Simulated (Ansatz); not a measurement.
Input

```
crystal:
  periodic: [false, false, false]
  atoms:
    - {symbol: B, position_ang: [-2.134177, 0.801738, -0.110002]}
    - {symbol: F, position_ang: [-2.187528, 0.205681, 1.077118]}
    - {symbol: O, position_ang: [-3.280653, 1.198197, -0.689795]}
    - {symbol: Si, position_ang: [-4.740761, 1.662587, -1.346299]}
    - {symbol: H, position_ang: [-1.066682, 0.973191, -0.638272]}
basis:
  gaussian:
    orbitals: def2-TZVPD
output: {forces: true, orbitals: {seedname: orbitals}}
magnetization:
  spin_polarized: true
  initial_magnetization: 1
hamiltonian:
  xc: pbe0
```

Command:

```sh
ansatz run input.yaml --threads 1 --pin off --max-ram 2610MiB --events-out events.jsonl --progress --plain --runs-dir runs
```

Geometry: B3LYP-D3(BJ)/def2-SVP.

Theory: isolated molecule in a Gaussian basis; Kohn-Sham density functional theory, functional PBE0 (Ansatz).

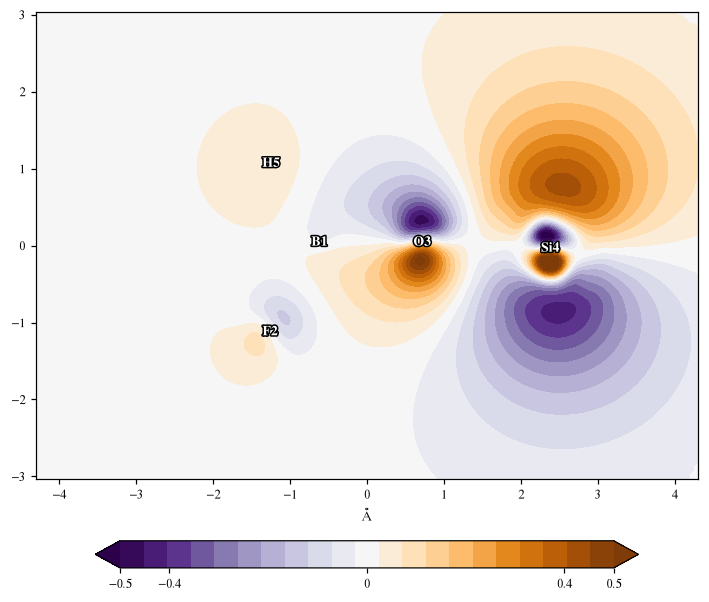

BFHOSi (SMILES FBO[Si]) (doublet). One frontier orbital on the molecular plane (values in Å⁻³ᐟ²; the overall sign is arbitrary).

**Which orbital is it: HOMO (β) or LUMO (β)?**

The LUMO (β), at −2.37 eV. By Hirshfeld shares it lies mainly on Si4 (about 90 %) and O3 (about 10 %); it is symmetric in the molecular plane (an in-plane orbital: σ, lone-pair or in-plane π type).
